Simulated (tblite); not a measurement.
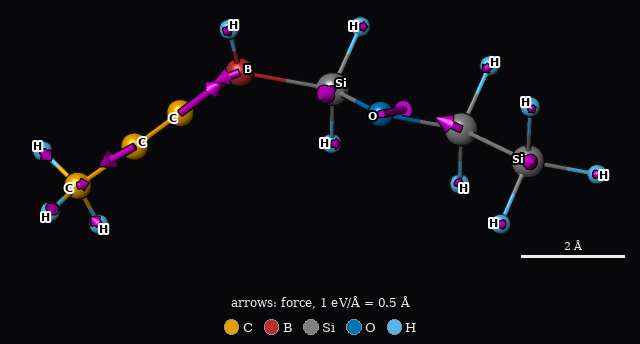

Starting geometry of C$_{3}$H$_{11}$BOSi$_{3}$ with the computed forces as purple arrows. The picture is a ball-and-stick view, seen at a tilt.

Method: GFN2-xTB geometry optimisation, gas phase in tblite. 

Question: What follows when this structure is relaxed?

Answer: It isn't relaxed: the largest force vector, on the O atom, is 2.98 eV/Å. The final displacements have little in common with the starting forces (cosine between the two patterns 0.10). The energy falls by 20.6 kcal/mol in 191 geometry steps. The atom that moves furthest after the best rigid fit is an H atom (3.46 Å). By element the largest moves are H 3.46 Å, O 1.92 Å, B 1.81 Å, Si 1.21 Å, C 1.02 Å. Some distances before and after: Si–Si 2.746 → 3.214 Å, O–Si 1.714 → 1.617 Å, O–Si 1.724 → 1.636 Å, Si–Si 2.228 → 2.302 Å. Bond angles that change, for instance: Si–O–Si 106.0° → 162.3°, B–Si–H 108.5° → 116.9°, O–Si–H 109.8° → 102.3°. Groups turn about O–Si by about 170°, O–Si by about 155°, B–Si by about 55°.
